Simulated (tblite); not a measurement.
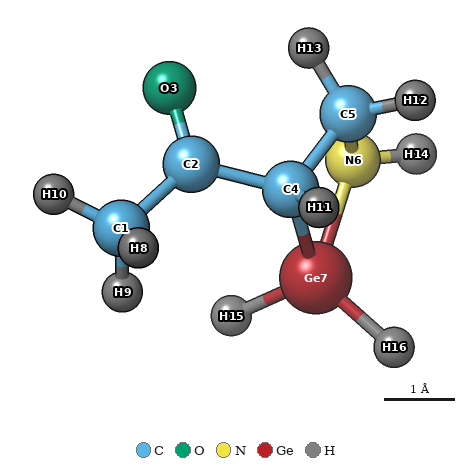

Figure 1. The starting structure (ball-and-stick view, seen at a tilt; atoms are numbered from 1 in the order of the input). Sticks mark near contacts.

# C4H9GeNO: geometry relaxation (part 1 of 4)

C4H9GeNO, computed with GFN2-xTB geometry optimisation, gas phase (tblite 0.8.0).

It belongs to a series of runs on one base structure; here: C replaced by Ge.

**What the program printed**
```
step      E/eV     max force
  0    -598.66238    3.590
  1    -598.89988    1.874
  2    -599.02880    1.457
  3    -599.14102    0.703
  4    -599.17845    0.418
  5    -599.20243    0.375
  6    -599.21947    0.413
  7    -599.23756    0.332
  8    -599.25236    0.303
  9    -599.26135    0.218
 10    -599.26888    0.242
 11    -599.27850    0.269
 12    -599.28939    0.283
 13    -599.29838    0.213
 14    -599.30320    0.145
 15    -599.30557    0.133
 16    -599.30759    0.123
 17    -599.30989    0.122
 18    -599.31198    0.119
 19    -599.31347    0.091
 20    -599.31450    0.082
 21    -599.31537    0.087
 22    -599.31624    0.106
 23    -599.31712    0.100
 24    -599.31806    0.094
 25    -599.31912    0.078
 26    -599.32028    0.105
 27    -599.32138    0.116
 28    -599.32221    0.085
 29    -599.32274    0.059
 30    -599.32309    0.045
 31    -599.32340    0.048
 32    -599.32376    0.063
 33    -599.32420    0.055
 34    -599.32469    0.053
 35    -599.32522    0.070
 36    -599.32577    0.066
 37    -599.32630    0.069
 38    -599.32679    0.062
 39    -599.32726    0.059
 40    -599.32781    0.089
 41    -599.32852    0.101
 42    -599.32940    0.107
 43    -599.33030    0.077
 44    -599.33113    0.092
 45    -599.33187    0.083
 46    -599.33259    0.067
 47    -599.33334    0.082
 48    -599.33407    0.075
 49    -599.33476    0.089
 50    -599.33532    0.062
 51    -599.33574    0.048
 52    -599.33608    0.044
 53    -599.33644    0.073
 54    -599.33685    0.080
 55    -599.33723    0.057
 56    -599.33748    0.044
 57    -599.33764    0.069
 58    -599.33782    0.039
 59    -599.33811    0.046
 60    -599.33838    0.034
 61    -599.33852    0.026
 62    -599.33863    0.028
 63    -599.33878    0.034
 64    -599.33902    0.051
 65    -599.33934    0.048
 66    -599.33963    0.041
 67    -599.33985    0.041
 68    -599.34010    0.043
 69    -599.34083    0.116
 70    -599.28644    1.906
 71    -599.34144    0.102
 72    -599.34193    0.097
 73    -599.34736    0.580
 74    -599.30598    1.824
 75    -599.35058    0.485
 76    -599.35331    0.477
 77    -599.35831    1.009
 78    -599.37033    0.365
 79    -599.37908    0.327
 80    -599.34845    1.131
 81    -599.39302    0.203
 82    -599.39723    0.225
 83    -599.40149    0.150
 84    -599.40395    0.104
 85    -599.40560    0.105
 86    -599.40952    0.169
 87    -599.41051    0.107
 88    -599.41131    0.073
 89    -599.41173    0.069
 90    -599.41223    0.067
 91    -599.41275    0.062
 92    -599.41315    0.054
 93    -599.41338    0.050
 94    -599.41356    0.035
 95    -599.41374    0.031
 96    -599.41392    0.036
 97    -599.41409    0.042
 98    -599.41429    0.045
 99    -599.41451    0.036
100    -599.41477    0.042
101    -599.41500    0.040
102    -599.41516    0.029
103    -599.41527    0.028
104    -599.41539    0.028
105    -599.41554    0.036
106    -599.41568    0.037
107    -599.41580    0.030
108    -599.41592    0.021
109    -599.41611    0.040
110    -599.41636    0.053
111    -599.41662    0.044
112    -599.41679    0.081
113    -599.41690    0.035
114    -599.41699    0.023
115    -599.41705    0.022
116    -599.41712    0.030
117    -599.41721    0.035
118    -599.41733    0.033
119    -599.41749    0.033
120    -599.41764    0.026
121    -599.41775    0.023
122    -599.41784    0.024
123    -599.41793    0.024
124    -599.41802    0.026
125    -599.41810    0.021
126    -599.41817    0.024
127    -599.41823    0.018
128    -599.41827    0.014
129    -599.41829    0.009
```

**Trajectory as extended XYZ (Å, eV, eV/Å), 50 of the 130 frames kept, from step=0 to step=129**
```
16
Properties=species:S:1:pos:R:3:forces:R:3 step=0 energy=-598.66238
C     2.3478    0.0858    0.3460   -0.0830   0.4380   0.1930
C     1.0428   -0.5988    0.0480   -0.2850  -1.8420  -0.4940
O     0.9764   -1.5426   -0.7315    0.8110   0.8410   0.2710
C    -0.2199   -0.1858    0.7105    2.0300  -0.9040   2.8190
C    -1.3924   -1.0318    0.2830    0.5040  -0.3110   0.4090
N    -1.8877   -0.0295   -0.6146   -2.4310   0.9700  -1.3630
Ge   -0.9368    1.4454   -0.0101   -0.4190   0.3930  -0.6180
H     2.6142    0.0650    1.4268   -0.2430  -0.1300  -0.7950
H     2.2203    1.1410    0.0557    0.2610  -0.2560   0.0920
H     3.1184   -0.3929   -0.2720   -0.1340   0.2760   0.3650
H    -0.1288   -0.2049    1.8051    0.4460   0.0600  -0.0060
H    -2.0748   -1.3351    1.1038    0.2920   0.3350  -0.2830
H    -1.0307   -1.9582   -0.2116   -0.4570   0.4830  -0.0650
H    -2.9019    0.0374   -0.5945   -0.0830  -0.2470  -0.5580
H    -0.0885    2.1579   -1.0923   -0.4740  -0.1140   0.3540
H    -1.6661    2.3561    1.0037    0.2660   0.0070  -0.3220
16
Properties=species:S:1:pos:R:3:forces:R:3 step=3 energy=-599.14102
C     2.3358    0.0945    0.3440   -0.0380  -0.1460  -0.0810
C     1.0552   -0.6551    0.0669    0.3240  -0.2080  -0.0920
O     1.0211   -1.5399   -0.7588    0.2040   0.0600  -0.0430
C    -0.1538   -0.2297    0.7928   -0.4480   0.1420  -0.1170
C    -1.3728   -1.0075    0.2918   -0.2390   0.1610  -0.2140
N    -1.9442    0.0006   -0.6588   -0.5000  -0.2510   0.4250
Ge   -0.9581    1.4350   -0.0365    0.1060  -0.4970   0.2200
H     2.6009    0.0565    1.3910   -0.0100  -0.0430   0.2430
H     2.2338    1.1352    0.0584   -0.0540   0.1580  -0.0650
H     3.1129   -0.3731   -0.2487    0.2150   0.0620  -0.0270
H    -0.0904   -0.2027    1.8648    0.3830  -0.0510   0.4160
H    -2.0599   -1.3131    1.0886    0.0160   0.2760  -0.0350
H    -1.0578   -1.9293   -0.2211   -0.1770   0.3430  -0.1470
H    -2.9634    0.0242   -0.6269    0.2620  -0.1290  -0.2690
H    -0.1189    2.1542   -1.0731   -0.2160   0.0660   0.0040
H    -1.6483    2.3592    0.9815    0.1710   0.0560  -0.2180
16
Properties=species:S:1:pos:R:3:forces:R:3 step=5 energy=-599.20243
C     2.3338    0.0919    0.3417    0.1870   0.0420   0.1110
C     1.0697   -0.6740    0.0713   -0.1360   0.1690  -0.0600
O     1.0425   -1.5408   -0.7707    0.0220  -0.0390   0.0540
C    -0.1553   -0.2354    0.8065   -0.0010  -0.0220  -0.0230
C    -1.3813   -0.9931    0.2860   -0.1320  -0.1290   0.1300
N    -1.9678   -0.0020   -0.6488   -0.0090   0.0730   0.2190
Ge   -0.9591    1.4079   -0.0329    0.0920  -0.0680   0.1400
H     2.5964    0.0523    1.3926   -0.0070   0.0040   0.1620
H     2.2341    1.1395    0.0563   -0.1070  -0.0530  -0.0040
H     3.1229   -0.3646   -0.2440    0.1980   0.0400  -0.0460
H    -0.0611   -0.2058    1.8984    0.1760  -0.1270  -0.3060
H    -2.0565   -1.2940    1.0841   -0.1610   0.1060   0.1520
H    -1.0735   -1.9056   -0.2325   -0.0870   0.1040  -0.1990
H    -2.9795    0.0138   -0.6484    0.0160  -0.1400  -0.1640
H    -0.1385    2.1562   -1.0678   -0.1870   0.0060  -0.0130
H    -1.6345    2.3629    0.9643    0.1360   0.0340  -0.1530
16
Properties=species:S:1:pos:R:3:forces:R:3 step=8 energy=-599.25236
C     2.3504    0.0917    0.3520   -0.0770  -0.0080   0.0140
C     1.0739   -0.6700    0.0644    0.1140  -0.0110   0.0140
O     1.0593   -1.5428   -0.7702   -0.0580  -0.0300  -0.0260
C    -0.1567   -0.2461    0.8055    0.1880  -0.1150  -0.1130
C    -1.4009   -0.9951    0.2985    0.1000   0.0000   0.0850
N    -1.9845    0.0084   -0.6111    0.0110   0.1760   0.0150
Ge   -0.9494    1.3851   -0.0150   -0.0480   0.2850  -0.0920
H     2.5928    0.0503    1.4134    0.0080   0.0320  -0.0840
H     2.2214    1.1354    0.0560    0.0130  -0.0680   0.0870
H     3.1534   -0.3502   -0.2415   -0.0590   0.0980   0.1710
H    -0.0152   -0.2264    1.8874    0.0270  -0.1080  -0.1370
H    -2.0767   -1.2695    1.1045   -0.0440  -0.1320   0.1290
H    -1.0993   -1.8781   -0.2665   -0.1310  -0.1360   0.0280
H    -2.9908   -0.0136   -0.6882    0.0120  -0.0690  -0.1000
H    -0.1796    2.1573   -1.0663   -0.0880  -0.0440  -0.0710
H    -1.6058    2.3727    0.9332    0.0320   0.1300   0.0800
16
Properties=species:S:1:pos:R:3:forces:R:3 step=11 energy=-599.27850
C     2.3513    0.0907    0.3604   -0.0400  -0.0100  -0.0070
C     1.0858   -0.6737    0.0574   -0.0600  -0.1770  -0.1000
O     1.0634   -1.5488   -0.7746    0.1090  -0.0590  -0.1160
C    -0.1425   -0.2575    0.7888   -0.1490   0.1340  -0.0080
C    -1.4052   -0.9967    0.3113   -0.0710   0.0550  -0.1210
N    -1.9906    0.0298   -0.5817   -0.0490  -0.1140   0.1040
Ge   -0.9493    1.4016   -0.0116   -0.0300  -0.1000   0.0810
H     2.5919    0.0538    1.4185   -0.0210   0.0040   0.0570
H     2.2147    1.1287    0.0671   -0.0130   0.1110   0.0400
H     3.1660   -0.3318   -0.2203    0.0590  -0.0200   0.0310
H     0.0130   -0.2519    1.8631    0.0060  -0.0200   0.0830
H    -2.0864   -1.2724    1.1282    0.2480  -0.0200  -0.1010
H    -1.1325   -1.8797   -0.2774   -0.1260  -0.0220   0.1590
H    -2.9895   -0.0365   -0.7228    0.1120   0.0190  -0.0590
H    -0.2112    2.1547   -1.0807    0.0160   0.0450  -0.1930
H    -1.5865    2.3987    0.9303    0.0080   0.1720   0.1510
16
Properties=species:S:1:pos:R:3:forces:R:3 step=13 energy=-599.29838
C     2.3465    0.0891    0.3670    0.0500   0.0120  -0.0030
C     1.0932   -0.6903    0.0453   -0.1440   0.0340  -0.1150
O     1.0752   -1.5611   -0.7905    0.1300  -0.0270  -0.0310
C    -0.1365   -0.2607    0.7728   -0.1230   0.0030   0.0880
C    -1.4109   -0.9929    0.3146   -0.0390  -0.0290  -0.0490
N    -1.9989    0.0436   -0.5502   -0.0900  -0.0800   0.0040
Ge   -0.9535    1.4149   -0.0053    0.0250  -0.1230   0.0940
H     2.5887    0.0575    1.4242   -0.1030  -0.0390   0.1150
H     2.2085    1.1303    0.0821   -0.0630   0.0630   0.0030
H     3.1794   -0.3156   -0.1952    0.1010  -0.0740  -0.0860
H     0.0372   -0.2771    1.8473   -0.0530   0.0480   0.0180
H    -2.0739   -1.2799    1.1426    0.1980   0.0690  -0.0380
H    -1.1739   -1.8866   -0.2722    0.0060   0.0190   0.0630
H    -2.9814   -0.0554   -0.7591    0.0600   0.0470  -0.0320
H    -0.2388    2.1549   -1.1102   -0.0190   0.0110  -0.1010
H    -1.5686    2.4383    0.9429    0.0620   0.0640   0.0690
16
Properties=species:S:1:pos:R:3:forces:R:3 step=16 energy=-599.30759
C     2.3478    0.0891    0.3695   -0.0180   0.0060  -0.0090
C     1.0908   -0.6920    0.0328    0.0780   0.0470   0.0270
O     1.0904   -1.5668   -0.7989   -0.0030   0.0470   0.0120
C    -0.1396   -0.2659    0.7694    0.0680  -0.0310  -0.0530
C    -1.4150   -0.9928    0.3137    0.0330  -0.0130   0.0100
N    -2.0079    0.0469   -0.5354    0.0300   0.0280  -0.0210
Ge   -0.9533    1.4129    0.0029    0.0010   0.0420  -0.0310
H     2.5758    0.0546    1.4340   -0.1080  -0.0470  -0.0350
H     2.2006    1.1334    0.0895   -0.0030  -0.0270   0.0140
H     3.1915   -0.3125   -0.1892   -0.0580   0.0060   0.0160
H     0.0445   -0.2847    1.8426   -0.0660   0.0290  -0.0070
H    -2.0558   -1.2769    1.1514    0.0040   0.0080   0.0960
H    -1.1908   -1.8887   -0.2686    0.0600  -0.0420  -0.0310
H    -2.9779   -0.0611   -0.7806   -0.0440   0.0230  -0.0210
H    -0.2569    2.1537   -1.1289   -0.0610  -0.0530   0.0180
H    -1.5520    2.4598    0.9521    0.0880  -0.0230   0.0150
16
Properties=species:S:1:pos:R:3:forces:R:3 step=18 energy=-599.31198
C     2.3477    0.0902    0.3694   -0.0500   0.0030   0.0050
C     1.0931   -0.6871    0.0272    0.0740  -0.0720   0.0590
O     1.0990   -1.5647   -0.8015   -0.0460   0.0330  -0.0360
C    -0.1375   -0.2704    0.7652    0.0360   0.0780  -0.0680
C    -1.4139   -0.9953    0.3128    0.0150   0.0110   0.0120
N    -2.0104    0.0486   -0.5324    0.0400  -0.0220   0.0190
Ge   -0.9525    1.4135    0.0052   -0.0160   0.0120  -0.0430
H     2.5571    0.0476    1.4371   -0.0370  -0.0280  -0.0390
H     2.1956    1.1338    0.0939    0.0400   0.0150   0.0060
H     3.1925   -0.3131   -0.1878   -0.0690   0.0430   0.0590
H     0.0376   -0.2828    1.8398   -0.0200   0.0090  -0.0150
H    -2.0423   -1.2737    1.1630   -0.0280  -0.0110   0.0250
H    -1.1903   -1.8940   -0.2677    0.0200   0.0040  -0.0200
H    -2.9783   -0.0590   -0.7908    0.0040   0.0060   0.0170
H    -0.2696    2.1481   -1.1374   -0.0470  -0.0360   0.0180
H    -1.5355    2.4674    0.9601    0.0840  -0.0440   0.0000
16
Properties=species:S:1:pos:R:3:forces:R:3 step=21 energy=-599.31537
C     2.3431    0.0917    0.3709   -0.0070   0.0030   0.0210
C     1.0978   -0.6898    0.0264   -0.0750   0.0070  -0.0430
O     1.1015   -1.5615   -0.8083   -0.0220  -0.0120  -0.0250
C    -0.1334   -0.2671    0.7576   -0.0340  -0.0040   0.0280
C    -1.4113   -0.9965    0.3140   -0.0020   0.0060   0.0090
N    -2.0102    0.0478   -0.5284   -0.0250  -0.0170  -0.0040
Ge   -0.9538    1.4143    0.0028    0.0010  -0.0360  -0.0170
H     2.5398    0.0399    1.4380    0.0200   0.0040   0.0460
H     2.1955    1.1362    0.0985    0.0120   0.0190   0.0100
H     3.1887   -0.3092   -0.1807    0.0310   0.0130   0.0130
H     0.0314   -0.2803    1.8342    0.0240   0.0270  -0.0180
H    -2.0334   -1.2727    1.1727    0.0000  -0.0060  -0.0490
H    -1.1895   -1.8965   -0.2678   -0.0020   0.0440   0.0130
H    -2.9765   -0.0575   -0.7966    0.0290  -0.0170   0.0430
H    -0.2844    2.1407   -1.1444   -0.0100   0.0070  -0.0360
H    -1.5131    2.4693    0.9672    0.0600  -0.0370   0.0100
16
Properties=species:S:1:pos:R:3:forces:R:3 step=24 energy=-599.31806
C     2.3380    0.0928    0.3763    0.0160  -0.0130   0.0000
C     1.0939   -0.6913    0.0196    0.0160   0.0700  -0.0190
O     1.0995   -1.5597   -0.8187   -0.0190   0.0290   0.0100
C    -0.1339   -0.2655    0.7529    0.0120  -0.0540   0.0080
C    -1.4110   -0.9956    0.3171   -0.0210  -0.0040  -0.0190
N    -2.0131    0.0461   -0.5221    0.0060   0.0340  -0.0260
Ge   -0.9538    1.4092   -0.0025    0.0340   0.0320  -0.0280
H     2.5280    0.0341    1.4459    0.0000   0.0180  -0.0100
H     2.1971    1.1402    0.1051   -0.0190  -0.0360   0.0400
H     3.1910   -0.3013   -0.1697    0.0140  -0.0110   0.0140
H     0.0349   -0.2754    1.8272    0.0340   0.0300   0.0340
H    -2.0294   -1.2724    1.1756   -0.0300  -0.0320   0.0040
H    -1.1913   -1.8905   -0.2691    0.0130  -0.0390  -0.0020
H    -2.9739   -0.0623   -0.7978   -0.0870  -0.0320   0.0170
H    -0.3027    2.1353   -1.1567    0.0120   0.0160  -0.0610
H    -1.4807    2.4652    0.9729    0.0180  -0.0100   0.0360
16
Properties=species:S:1:pos:R:3:forces:R:3 step=26 energy=-599.32028
C     2.3349    0.0928    0.3808    0.0200  -0.0100  -0.0100
C     1.0898   -0.6867    0.0116    0.0770  -0.0180   0.0690
O     1.0954   -1.5550   -0.8270   -0.0020   0.0700  -0.0140
C    -0.1345   -0.2678    0.7509    0.0170   0.0430  -0.0220
C    -1.4120   -0.9955    0.3177   -0.0150  -0.0140  -0.0170
N    -2.0167    0.0460   -0.5212    0.0190   0.0000   0.0020
Ge   -0.9508    1.4070   -0.0102    0.0270   0.0250  -0.0140
H     2.5181    0.0305    1.4522   -0.0140   0.0060  -0.0350
H     2.1974    1.1413    0.1142   -0.0230  -0.0160   0.0330
H     3.1938   -0.2964   -0.1597   -0.0040  -0.0260   0.0090
H     0.0391   -0.2665    1.8245    0.0220   0.0090   0.0210
H    -2.0277   -1.2755    1.1763   -0.0450  -0.0250   0.0160
H    -1.1899   -1.8887   -0.2689    0.0040  -0.0620  -0.0220
H    -2.9775   -0.0680   -0.7940   -0.0940  -0.0090   0.0110
H    -0.3156    2.1323   -1.1733    0.0150   0.0170  -0.0550
H    -1.4512    2.4590    0.9822   -0.0040   0.0100   0.0280
```
